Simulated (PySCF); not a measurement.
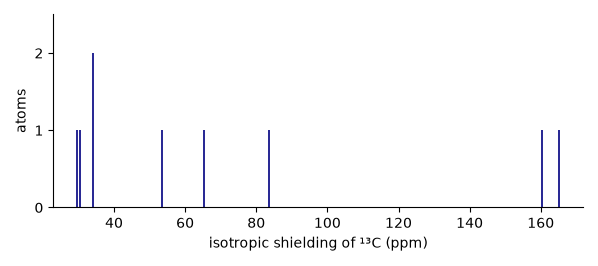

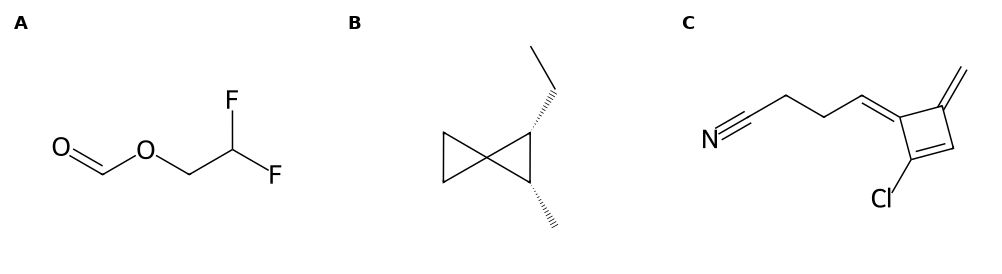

The sticks are computed shieldings of one of the molecules, for one fixed geometry (PBE0-D3(BJ)/def2-SVP) without averaging over rotations. Low shielding means a high chemical shift. Method: GIAO PBE0/pcSseg-1 NMR shielding, non-relativistic, IEF-PCM water (PySCF 2.14.0).

Question: Match the spectrum to a structure.

Answer: C, `C=C1C=C(Cl)/C1=C\CCC#N`. Its 9 C atoms give lines at 29.7, 30.3, 34.2 (2 atoms), 53.6, 65.2, 83.5, 160.4, 165.2 ppm.
